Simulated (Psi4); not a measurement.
**B2PLYP/def2-TZVPD (density fitting, density fitting for correlation, sweep point 8) run of B2H2F2 (SMILES BB(F)F)**

Aim: the vertical singlet–triplet gap of B2H2F2 at B2PLYP/def2-TZVPD (density fitting, density fitting for correlation, sweep point 8), from 2 runs. 

Program for the calculation: Psi4 1.11.

4 further runs of the same task are left out: 4 set aside as unsound or not needed.

**1. The system as given**

B2H2F2: 6 atoms, total charge 0, spin state singlet. SMILES: `BB(F)F`. The shape is that of a GFN2-xTB optimisation.

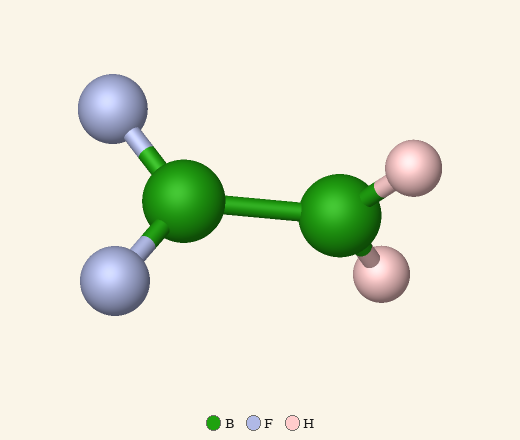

The structure, seen from a chosen angle (boron green, fluorine light blue, hydrogen pink).

**2. The energy at B2PLYP/def2-TZVPD (density fitting, density fitting for correlation, sweep point 8)**

Contents of b2f2h2.py:

```python
import psi4

psi4.set_memory(1600000000)
psi4.set_num_threads(1)
psi4.core.set_output_file('run.log', False)

molecule = psi4.geometry("""
0 1
B     -0.384060     0.723310    -0.312960
B      0.345050    -0.650110     0.286370
F      0.646000    -1.713150    -0.448520
F      0.700630    -0.821130     1.551970
H     -1.545580     0.840870    -0.348270
H      0.237960     1.620200    -0.728600
symmetry c1
""")

psi4.set_options({
    'basis': 'def2-TZVPD',
    'puream': True,
    'scf_type': 'df',
    'num_frozen_docc': 4,
    'dft_radial_points': 250,
    'dft_spherical_points': 1202,
})

e_tot = psi4.energy("b2plyp", molecule=molecule)
print('E =', round(e_tot, 9))
for k, v in sorted(psi4.core.scalar_variables().items()):
    print(f'{k:45s} {v:18.10f}')
```

Command:

```bash
$ python b2f2h2.py
```

run.log:

```text
[...]
  Running in c1 symmetry.
[...]
  Nuclear repulsion =   93.948527783027771
[...]
  Multiplicity = 1
[...]
  Nalpha       = 15
  Nbeta        = 15
[...]
    Number of basis functions: 172
[...]
   @DF-RKS iter   1:  -250.32449193547151   -9.21507e-01   2.67707e-03 ADIIS/DIIS
[...]
   @DF-RKS iter   7:  -250.39753844370028   -2.55246e-08   5.99608e-07 DIIS
[...]
    Orbital Energies [Eh]
    ---------------------
    Doubly Occupied:
       1A    -25.372312     2A    -25.371908     3A     -7.201338
       4A     -7.125575     5A     -1.409531     6A     -1.372132
       7A     -0.689772     8A     -0.638806     9A     -0.624861
      10A     -0.585160    11A     -0.565439    12A     -0.528815
      13A     -0.513345    14A     -0.437976    15A     -0.405976
[...]
  @DF-RKS Final Energy:  -250.39753844370028
   => Energetics <=
    Nuclear Repulsion Energy =             93.9485277830277710
    One-Electron Energy =                -532.7165509498711344
    Two-Electron Energy =                 202.6767141148006601
    DFT Exchange-Correlation Energy =     -14.3062293916575740
    Empirical Dispersion Energy =           0.0000000000000000
    VV10 Nonlocal Energy =                  0.0000000000000000
    Total Energy =                       -250.3975384437002845
[...]
 Multipole Moments:
 ------------------------------------------------------------------------------------
     Multipole            Electronic (a.u.)      Nuclear  (a.u.)        Total (a.u.)
 ------------------------------------------------------------------------------------
 L = 1.  Multiply by 2.5417464519 to convert [e a0] to [Debye]
 Dipole X            :          1.4379970           -1.7215616           -0.2835646
 Dipole Y            :         -2.7061576            3.2402094            0.5340517
 Dipole Z            :          1.1932325           -1.4191869           -0.2259544
 Magnitude           :                                                    0.6455041
[...]
```

The script printed:

```text
E = -250.61707057
B2PLYP DOUBLE-HYBRID CORRECTION ENERGY             -0.2195321260
B2PLYP TOTAL ENERGY                              -250.6170705697
CURRENT ENERGY                                   -250.6170705697
CURRENT REFERENCE ENERGY                         -250.3975384437
DD SOLVATION ENERGY                                 0.0000000000
DFT FUNCTIONAL TOTAL ENERGY                      -250.3975384437
DFT TOTAL ENERGY                                 -250.6170705697
DFT VV10 ENERGY                                     0.0000000000
DFT XC ENERGY                                     -14.3062293917
DOUBLE-HYBRID CORRECTION ENERGY                    -0.2195321260
GRID ELECTRONS ALPHA                               14.9999999907
GRID ELECTRONS BETA                                14.9999999907
GRID ELECTRONS TOTAL                               29.9999999814
NUCLEAR REPULSION ENERGY                           93.9485277830
ONE-ELECTRON ENERGY                              -532.7165509499
PCM POLARIZATION ENERGY                             0.0000000000
PE ENERGY                                           0.0000000000
SCF ITERATION ENERGY                             -250.3975384437
SCF ITERATIONS                                      7.0000000000
SCF TOTAL ENERGY                                 -250.3975384437
TWO-ELECTRON ENERGY                               202.6767141148
XC GRID RADIAL POINTS                             250.0000000000
XC GRID SPHERICAL POINTS                         1202.0000000000
XC GRID TOTAL POINTS                          1725242.0000000000
```

Run time: 2.3 min. Hardware: 1 thread of Intel Xeon at 2.70GHz, shared host; peak memory 1.4 GiB.

**3. The triplet, same level**

Contents of run.py:

```python
import psi4

psi4.set_memory(1600000000)
psi4.set_num_threads(1)
psi4.core.set_output_file('output.dat', False)

geom = psi4.geometry("""
0 3
B     -0.384060     0.723310    -0.312960
B      0.345050    -0.650110     0.286370
F      0.646000    -1.713150    -0.448520
F      0.700630    -0.821130     1.551970
H     -1.545580     0.840870    -0.348270
H      0.237960     1.620200    -0.728600
symmetry c1
""")

psi4.set_options({
    'reference': 'uks',
    'puream': True,
    'scf_type': 'df',
    'num_frozen_docc': 4,
    'dft_radial_points': 250,
    'dft_spherical_points': 1202,
    'maxiter': 150,
})

result, w = psi4.energy("b2plyp/def2-TZVPD", return_wfn=True)
print(f'total energy {result:.8f} hartree = {result * 27.211386:.5f} eV')
for k, v in sorted(psi4.core.scalar_variables().items()):
    print(f'{k:45s} {v:18.10f}')
```

Command:

```bash
$ python run.py
```

output.dat:

```text
[...]
  Running in c1 symmetry.
[...]
  Nuclear repulsion =   93.948527783027771
[...]
  Multiplicity = 3
[...]
  Nalpha       = 16
  Nbeta        = 14
[...]
    Number of basis functions: 172
[...]
   @DF-UKS iter   1:  -250.14782679106628   -7.44842e-01   2.55273e-03 DIIS/ADIIS
[...]
   @DF-UKS iter   9:  -250.22832747430442   -4.07341e-08   4.85486e-07 DIIS
[...]
   @S^2 Observed:                2.006195262E+00
[...]
    Orbital Energies [Eh]
    ---------------------
    Alpha Occupied:
       1A    -25.420184     2A    -25.419643     3A     -7.307212
       4A     -7.108385     5A     -1.456478     6A     -1.418940
       7A     -0.747230     8A     -0.694574     9A     -0.676338
      10A     -0.627189    11A     -0.602206    12A     -0.568683
      13A     -0.556534    14A     -0.476310    15A     -0.443748
      16A     -0.238838
    Alpha Virtual:
      17A     -0.001692    18A      0.016925    19A      0.041533
      20A      0.081274    21A      0.090162    22A      0.095249
      23A      0.104023    24A      0.117937    25A      0.119190
[...]
  @DF-UKS Final Energy:  -250.22832747430442
   => Energetics <=
    Nuclear Repulsion Energy =             93.9485277830277710
    One-Electron Energy =                -531.5602032990091175
    Two-Electron Energy =                 201.6483912794595881
    DFT Exchange-Correlation Energy =     -14.2650432377826633
    Empirical Dispersion Energy =           0.0000000000000000
    VV10 Nonlocal Energy =                  0.0000000000000000
    Total Energy =                       -250.2283274743044217
[...]
 Multipole Moments:
 ------------------------------------------------------------------------------------
     Multipole            Electronic (a.u.)      Nuclear  (a.u.)        Total (a.u.)
 ------------------------------------------------------------------------------------
 L = 1.  Multiply by 2.5417464519 to convert [e a0] to [Debye]
 Dipole X            :          1.7410511           -1.7215616            0.0194895
 Dipole Y            :         -3.2782001            3.2402094           -0.0379907
 Dipole Z            :          1.4377132           -1.4191869            0.0185263
 Magnitude           :                                                    0.0465441
[...]
```

The script printed:

```text
total energy -250.44955615 hartree = -6815.07955 eV
B2PLYP DOUBLE-HYBRID CORRECTION ENERGY             -0.2212286728
B2PLYP TOTAL ENERGY                              -250.4495561471
CURRENT ENERGY                                   -250.4495561471
CURRENT REFERENCE ENERGY                         -250.2283274743
DD SOLVATION ENERGY                                 0.0000000000
DFT FUNCTIONAL TOTAL ENERGY                      -250.2283274743
DFT TOTAL ENERGY                                 -250.4495561471
DFT VV10 ENERGY                                     0.0000000000
DFT XC ENERGY                                     -14.2650432378
DOUBLE-HYBRID CORRECTION ENERGY                    -0.2212286728
GRID ELECTRONS ALPHA                               15.9999999889
GRID ELECTRONS BETA                                13.9999999908
GRID ELECTRONS TOTAL                               29.9999999797
NUCLEAR REPULSION ENERGY                           93.9485277830
ONE-ELECTRON ENERGY                              -531.5602032990
PCM POLARIZATION ENERGY                             0.0000000000
PE ENERGY                                           0.0000000000
SCF ITERATION ENERGY                             -250.2283274743
SCF ITERATIONS                                      9.0000000000
SCF TOTAL ENERGY                                 -250.2283274743
TWO-ELECTRON ENERGY                               201.6483912795
XC GRID RADIAL POINTS                             250.0000000000
XC GRID SPHERICAL POINTS                         1202.0000000000
XC GRID TOTAL POINTS                          1725242.0000000000
```

It took 5.5 min on 1 thread of Intel Xeon at 2.70GHz, shared host; peak memory 1.4 GiB.

**4. Results**

At B2PLYP/def2-TZVPD (density fitting, density fitting for correlation, sweep point 8), 4 core orbitals frozen:

| quantity | value |
| --- | --- |
| singlet: total energy | -250.61707 Eh |
| singlet: HOMO energy (SCF part's orbitals) | -11.05 eV |
| singlet: LUMO energy (SCF part's orbitals) | -1.16 eV |
| singlet: HOMO–LUMO gap (SCF part's orbitals) | 9.89 eV |
| triplet: total energy | -250.44956 Eh |
| triplet: HOMO energy (SCF part's orbitals) (highest over α and β) | -6.50 eV |
| triplet: LUMO energy (SCF part's orbitals) (lowest over α and β) | -5.58 eV |
| triplet: ⟨S²⟩ | 2.006 |
| vertical energy of the triplet above the singlet | 4.558 eV |

At this shape the triplet lies 4.56 eV (440 kJ/mol) above the singlet.
